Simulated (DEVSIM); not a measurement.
Device: Ge p-n junction from an implanted or diffused profile, at 300 K.

| layer (left to right) | material | thickness (μm) | Nd (cm⁻³) | τn (s) | τp (s) |
|---|---|---|---|---|---|
| 1 | Ge | 4.50 | 6.1e15 | 0.00027 | 0.00027 |

Added acceptor profile: 2.5e17 cm⁻³ × exp(−(x − 0.047 μm)²/(2·(0.098 μm)²)). Left contact: ohmic. Right contact: ohmic. Voltage is applied to the left contact. Recombination: SRH at mid-gap, Auger. Mobility is constant in doping.

The device is made up for the run: typed textbook-type constants, with dimensions and the other settings drawn at random. Values at 300 K.

```
parameter           Ge
-------------  -------
gap (eV)         0.664
affinity (eV)        4
permittivity        16
Nc (cm⁻³)      1.04e19
Nv (cm⁻³)         6e18
μn (cm²/Vs)       3900
μp (cm²/Vs)       1900
Cn (cm⁶/s)       1e-31
Cp (cm⁶/s)       1e-31
```

Simulated with DEVSIM: 1D drift-diffusion, Boltzmann statistics, complete ionisation; no tunnelling, impact ionisation, image-force lowering or self-heating.

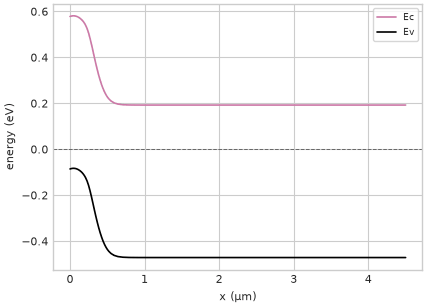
Fig. 1. Band edges at zero bias

Energies count from the Fermi level of the right contact; mesh points crowd at the junctions.

```tsv
x (μm)	Ec (eV)	Ev (eV)	n (cm⁻³)	p (cm⁻³)	field (V/cm)
0.000	0.578	-0.086	2.0e9	2.2e17	1000
0.01673	0.580	-0.084	1.9e9	2.3e17	790
0.03775	0.581	-0.083	1.8e9	2.4e17	250
0.06417	0.581	-0.083	1.8e9	2.4e17	-480
0.1103	0.575	-0.089	2.2e9	1.9e17	-1800
0.1553	0.564	-0.100	3.5e9	1.3e17	-3200
0.2097	0.540	-0.124	9.0e9	4.9e16	-6400
0.2881	0.456	-0.208	2.3e11	1.9e15	-14000
0.3449	0.374	-0.290	5.5e12	8.0e13	-14000
0.4037	0.301	-0.363	9.2e13	4.8e12	-11000
0.4625	0.250	-0.414	6.7e14	6.5e11	-6900
0.5509	0.210	-0.454	3.1e15	1.4e11	-2600
0.7072	0.194	-0.470	5.8e15	7.6e10	-240
1.039	0.192	-0.472	6.1e15	7.2e10	≈ 0
2.123	0.192	-0.472	6.1e15	7.2e10	≈ 0
3.179	0.192	-0.472	6.1e15	7.2e10	≈ 0
3.790	0.192	-0.472	6.1e15	7.2e10	≈ 0
4.124	0.192	-0.472	6.1e15	7.2e10	≈ 0
4.346	0.192	-0.472	6.1e15	7.2e10	≈ 0
4.427	0.192	-0.472	6.1e15	7.2e10	≈ 0
4.471	0.192	-0.472	6.1e15	7.2e10	≈ 0
4.500	0.192	-0.472	6.1e15	7.2e10	≈ 0
```
